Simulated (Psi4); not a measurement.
# CHCl2F (dichlorofluoromethane) at CCSD/def2-SVPD

What is the vertical singlet–triplet gap of CHCl2F (dichlorofluoromethane) at CCSD/def2-SVPD? 

The calculation is run with Psi4 1.11.

### 1 Starting point

CHCl2F has 5 atoms, charge 0, and is taken as a singlet. SMILES: `FC(Cl)Cl`. The shape is that of a PBE0-D4/def2-TZVP optimisation.

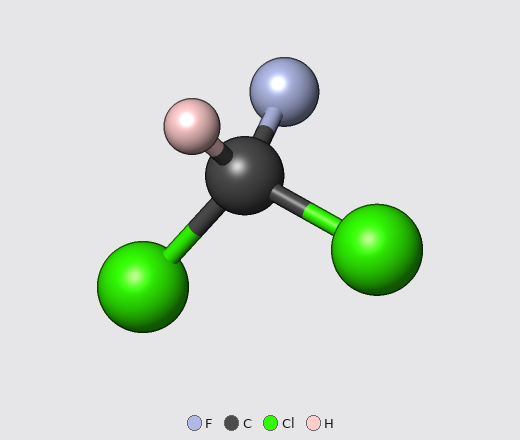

Viewed from a chosen angle; fluorine light blue, carbon dark grey, chlorine green, hydrogen pink.

### 2 A single-point energy at CCSD/def2-SVPD

File input.json:

```json
{
  "schema_name": "qcschema_input",
  "schema_version": 1,
  "molecule": {
    "schema_name": "qcschema_molecule",
    "schema_version": 2,
    "symbols": ["F", "C", "Cl", "Cl", "H"],
    "geometry": [-1.11607225, 0.25038871, 2.32511902, 0.01209425, 0.18783878, 0.05801459, 2.75881117, -1.67580913, 0.23980625, -2.11724915, -0.99248416, -2.20549936, 0.55671332, 2.09079298, -0.49605311],
    "molecular_charge": 0,
    "molecular_multiplicity": 1,
    "fix_symmetry": "c1"
  },
  "driver": "energy",
  "model": {
    "method": "ccsd",
    "basis": "def2-SVPD"
  },
  "keywords": {
    "puream": true,
    "e_convergence": 1e-09,
    "d_convergence": 1e-08,
    "scf_type": "pk",
    "num_frozen_docc": 12
  }
}
```

Launch:

```bash
$ psi4 --qcschema input.json -n 1 --memory 1600MB
```

stdout:

```text
[...]
  Running in c1 symmetry.
[...]
  Nuclear repulsion =  211.954260614538413
[...]
  Multiplicity = 1
[...]
  Nalpha       = 25
  Nbeta        = 25
[...]
    Number of basis functions: 105
[...]
   @RHF iter   1: -1056.40886490722119   -9.39607e-02   3.75143e-03 DIIS/ADIIS
[...]
   @RHF iter  11: -1056.48744643599957   -1.61435e-11   7.75732e-09 DIIS
[...]
    Orbital Energies [Eh]
    ---------------------
    Doubly Occupied:
       1A   -104.837614     2A   -104.837565     3A    -26.349167
       4A    -11.467798     5A    -10.598117     6A    -10.598102
       7A     -8.073221     8A     -8.073208     9A     -8.069526
      10A     -8.069524    11A     -8.069443    12A     -8.069437
      13A     -1.654785    14A     -1.207629    15A     -1.124306
      16A     -0.918046    17A     -0.791303    18A     -0.750553
      19A     -0.733925    20A     -0.613383    21A     -0.581481
      22A     -0.509976    23A     -0.486638    24A     -0.479883
      25A     -0.464736
[...]
  @RHF Final Energy: -1056.48744643599957
   => Energetics <=
    Nuclear Repulsion Energy =            211.9542606145384127
    One-Electron Energy =               -1882.0246823781221792
    Two-Electron Energy =                 613.5829753275842222
    Total Energy =                      -1056.4874464359995727
[...]
 Multipole Moments:
 ------------------------------------------------------------------------------------
     Multipole            Electronic (a.u.)      Nuclear  (a.u.)        Total (a.u.)
 ------------------------------------------------------------------------------------
 L = 1.  Multiply by 2.5417464519 to convert [e a0] to [Debye]
 Dipole X            :         -0.3513478            0.5410048            0.1896570
 Dipole Y            :         -0.9273546            1.4021284            0.4747738
 Dipole Z            :          0.4413772           -0.6868901           -0.2455129
 Magnitude           :                                                    0.5671477
[...]
      * MP2 total energy                      = -1057.116748206763532
[...]
      * CCSD total energy                     = -1057.147692840183026
[...]
```

The result, in JSON:

```text
{
 "driver": "energy",
 "model": {
  "method": "ccsd",
  "basis": "def2-SVPD"
 },
 "success": true,
 "return_result": -1057.147692840183,
 "properties": {
  "calcinfo_nbasis": 105,
  "calcinfo_nmo": 105,
  "calcinfo_nalpha": 25,
  "calcinfo_nbeta": 25,
  "calcinfo_natom": 5,
  "nuclear_repulsion_energy": 211.9542606145384,
  "return_energy": -1057.147692840183,
  "scf_one_electron_energy": -1882.0246823781222,
  "scf_two_electron_energy": 613.5829753275842,
  "scf_dipole_moment": [0.18965702989852162, 0.47477381443737565, -0.24551288753637535],
  "scf_total_energy": -1056.4874464359996,
  "scf_iterations": 11,
  "mp2_same_spin_correlation_energy": -0.17012505628418073,
  "mp2_opposite_spin_correlation_energy": -0.4591767144801594,
  "mp2_singles_energy": -2.0555687627432367e-26,
  "mp2_doubles_energy": -0.6293017707643401,
  "mp2_correlation_energy": -0.6293017707643401,
  "mp2_total_energy": -1057.1167482067635,
  "ccsd_same_spin_correlation_energy": -0.15594929597207474,
  "ccsd_opposite_spin_correlation_energy": -0.5042971082119119,
  "ccsd_singles_energy": 0.0,
  "ccsd_doubles_energy": -0.6602464041839866,
  "ccsd_correlation_energy": -0.6602464041839863,
  "ccsd_total_energy": -1057.147692840183,
  "ccsd_iterations": 15
 }
}
```

Run time: 39 s. Hardware: 1 thread of Intel Xeon Platinum 8375C at 2.90GHz (Ice Lake), shared host; peak memory 0.92 GiB.

### 3 The triplet, same level

File chcl2f.xyz:

```xyz
5
CHCl2F
F     -0.590600     0.132500     1.230400
C      0.006400     0.099400     0.030700
Cl     1.459900    -0.886800     0.126900
Cl    -1.120400    -0.525200    -1.167100
H      0.294600     1.106400    -0.262500
```

File chcl2f.py:

```python
import psi4

psi4.set_memory(1600000000)
psi4.set_num_threads(1)
psi4.core.set_output_file('psi4.out', False)

with open('chcl2f.xyz') as f:
    atoms = ''.join(f.readlines()[2:])
m = psi4.geometry('0 3\n' + atoms + 'symmetry c1\nno_reorient\nno_com')

psi4.set_options({
    'reference': 'uhf',
    'puream': True,
    'e_convergence': 1e-09,
    'd_convergence': 1e-08,
    'scf_type': 'pk',
    'num_frozen_docc': 12,
    'maxiter': 100,
})

e = psi4.energy("ccsd/def2-SVPD", molecule=m)
print(f'total energy {e:.8f} hartree = {e * 27.211386:.5f} eV')
```

Launch:

```bash
$ python chcl2f.py
```

psi4.out:

```text
[...]
  Running in c1 symmetry.
[...]
  Nuclear repulsion =  211.954260524294256
[...]
  Multiplicity = 3
[...]
  Nalpha       = 26
  Nbeta        = 24
[...]
    Number of basis functions: 105
[...]
   @UHF iter   1: -1056.11246661060022    2.02438e-01   3.25448e-03 ADIIS/DIIS
[...]
   @UHF iter  46: -1056.18968427103141    1.11413e-11   9.25320e-09 DIIS
[...]
   @S^2 Observed:                2.045042801E+00
[...]
    Orbital Energies [Eh]
    ---------------------
    Alpha Occupied:
       1A   -104.863838     2A   -104.863789     3A    -26.345459
       4A    -11.411284     5A    -10.622559     6A    -10.622549
       7A     -8.105066     8A     -8.105054     9A     -8.095909
      10A     -8.095898    11A     -8.090783    12A     -8.090773
      13A     -1.650532    14A     -1.243818    15A     -1.165169
      16A     -0.945826    17A     -0.799246    18A     -0.765304
      19A     -0.750615    20A     -0.639965    21A     -0.611241
      22A     -0.541939    23A     -0.529212    24A     -0.528319
      25A     -0.493535    26A     -0.195451
    Alpha Virtual:
[...]
  @UHF Final Energy: -1056.18968427103141
   => Energetics <=
    Nuclear Repulsion Energy =            211.9542605242942557
    One-Electron Energy =               -1881.4480157424595745
    Two-Electron Energy =                 613.3040709471337095
    Total Energy =                      -1056.1896842710316378
  UHF NO Occupations:
  HONO-2 :   24  A 1.9856861
  HONO-1 :   25  A 1.0000000
[...]
 Multipole Moments:
 ------------------------------------------------------------------------------------
     Multipole            Electronic (a.u.)      Nuclear  (a.u.)        Total (a.u.)
 ------------------------------------------------------------------------------------
 L = 1.  Multiply by 2.5417464519 to convert [e a0] to [Debye]
 Dipole X            :         -1.3292603            1.4911829            0.1619226
 Dipole Y            :         40.3393279          -39.8896619            0.4496660
 Dipole Z            :         12.4416655          -12.6386773           -0.1970118
 Magnitude           :                                                    0.5169450
[...]
      * MP2 total energy                      = -1056.837221766275661
[...]
      * CCSD total energy                     = -1056.866405320321064
```

Standard output:

```text
total energy -1056.86640532 hartree = -28758.79971 eV
```

Wall time 5.6 min (1 thread of Intel Xeon Platinum 8375C at 2.90GHz (Ice Lake), shared host); peak memory 0.93 GiB.

### 4 What came out

Level: CCSD/def2-SVPD, 12 core orbitals frozen.

```
                                                           quantity           value
                                              singlet: total energy  -1057.14769 Eh
                       singlet: HOMO energy (Hartree–Fock orbitals)       -12.65 eV
                       singlet: LUMO energy (Hartree–Fock orbitals)         2.50 eV
                     singlet: HOMO–LUMO gap (Hartree–Fock orbitals)        15.14 eV
              singlet: correlation energy (12 core orbitals frozen)      -660.2 mEh
                                             singlet: T1 diagnostic           0.012
                                              triplet: total energy  -1056.86641 Eh
triplet: HOMO energy (Hartree–Fock orbitals) (highest over α and β)        -5.32 eV
 triplet: LUMO energy (Hartree–Fock orbitals) (lowest over α and β)        -4.57 eV
              triplet: correlation energy (12 core orbitals frozen)      -676.7 mEh
                         triplet: ⟨S²⟩ of the reference determinant           2.045
                                             triplet: T1 diagnostic           0.031
                   vertical energy of the triplet above the singlet        7.654 eV
```

In words: At this shape the triplet lies 7.65 eV (739 kJ/mol) above the singlet.
